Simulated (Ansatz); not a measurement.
Input file:

```
crystal:
  periodic: [false, false, false]
  atoms:
    - {symbol: B, position_ang: [-0.291034, 0.986135, 1.425102]}
    - {symbol: O, position_ang: [-1.105204, 0.820206, 0.289412]}
    - {symbol: Si, position_ang: [-0.455854, 0.961795, -1.477312]}
    - {symbol: H, position_ang: [-0.742471, 0.888531, 2.528968]}
    - {symbol: H, position_ang: [-2.059775, 0.620845, 0.427750]}
    - {symbol: H, position_ang: [0.036676, 2.351571, -1.495431]}
    - {symbol: H, position_ang: [0.560481, -0.106337, -1.499367]}
    - {symbol: H, position_ang: [-1.717437, 0.694256, -2.196097]}
basis:
  gaussian: {orbitals: def2-TZVPD}
total_charge: 1
magnetization: {spin_polarized: true, initial_magnetization: 1}
hamiltonian: {xc: {name: PBE0}}
output: {forces: true, orbitals: {seedname: orbitals}}
```

Run with:

```sh
ansatz run input.yaml --threads 1 --pin off --max-ram 2610MiB --events-out events.jsonl --progress --plain --runs-dir runs
```

Geometry: r2SCAN-D4/def2-SVP.

Level of theory: isolated molecule in a Gaussian basis; Kohn-Sham density functional theory, functional PBE0 in Ansatz 0.2.0.

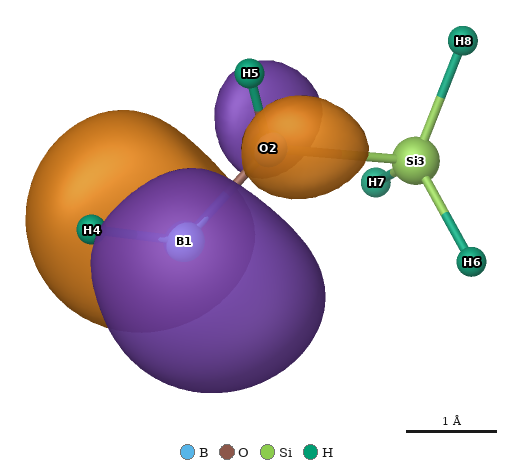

BH$_{5}$OSi (SMILES [BH][OH+][SiH3]) (charge +1, doublet). The LUMO (α) at ±0.1 Å⁻³ᐟ² (orange and purple are the two phases), seen at a tilt.

Question: Describe this orbital and give its energy.

Answer: Its weight (Hirshfeld) is mainly on B1 (about 75 %), O2 (about 10 %) and H4 (about 10 %). Its energy is −6.97 eV.
